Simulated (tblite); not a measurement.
# C3H4N2O: nudged elastic band

The run: nudged elastic band of C3H4N2O, SMILES Oc1cn[nH]c1. Method and program: GFN2-xTB climbing-image nudged elastic band, gas phase (tblite 0.8.0).

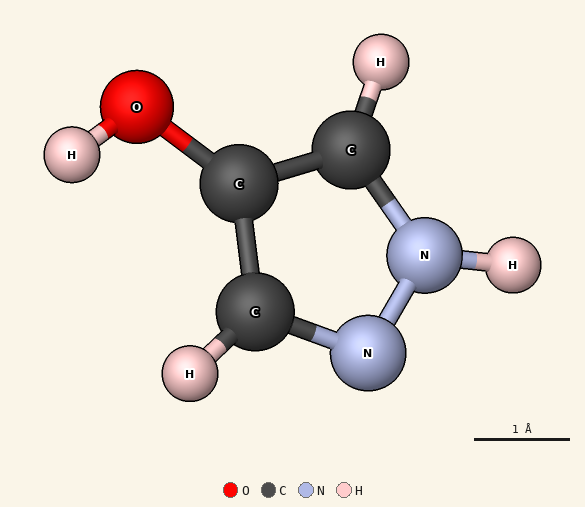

Fig. 1: The structure as given in the input (ball-and-stick view, seen at an oblique angle).

### Input file
```
{"job": {"xc": "GFN2-xTB", "basis": "xTB", "kind": "neb"}, "charge": 0, "multiplicity": 1}
O     -1.185204     3.080926    -2.005292
C     -1.104406     1.953718    -1.247530
C     -1.655188     0.684431    -1.496276
N     -1.354235    -0.153100    -0.520834
N     -0.629256     0.539970     0.343059
C     -0.444048     1.823985    -0.043469
H     -1.703390     2.889289    -2.794196
H     -2.244917     0.362519    -2.331818
H     -0.283453     0.097074     1.178742
H      0.116907     2.530554     0.529966
```

The first line tells a small driver script what to run in tblite; the rest is the geometry in Å.

Launch command:
```bash
OMP_NUM_THREADS=1 python <driver script> task.json out
```

### The program's output
```
image   E - E0 / eV
  0       0.0000
  1       0.1321
  2       0.9676
  3       1.9576
  4       0.9579
  5       0.1814
  6       0.0209
```

### Results in brief

```tsv
quantity	value
outcome	converged
forward barrier	1.958 eV
hardware	1 CPU thread, shared host
wall time	1.9 s
peak memory	0.19 GiB
```
